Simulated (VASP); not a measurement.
Band structure of Mo (bcc). Computed with PBE GGA, VASP's PBE PAW potentials (set 64) (plane waves; VASP).

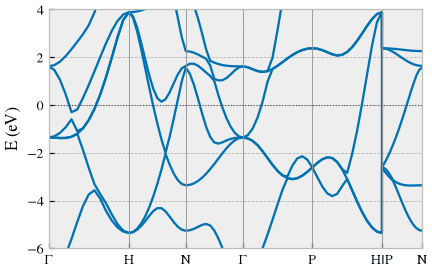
Fig. 1. Bands along high-symmetry lines, zero at the valence-band maximum or, without a gap, the Fermi level

### Question
Read the plot: is there a gap, and where are the band edges?

### Answer
It has no gap at this level: it comes out as a metal or semimetal. (Edges off the drawn lines would not show.)

The compound is Mo in the bcc structure. It was relaxed first.
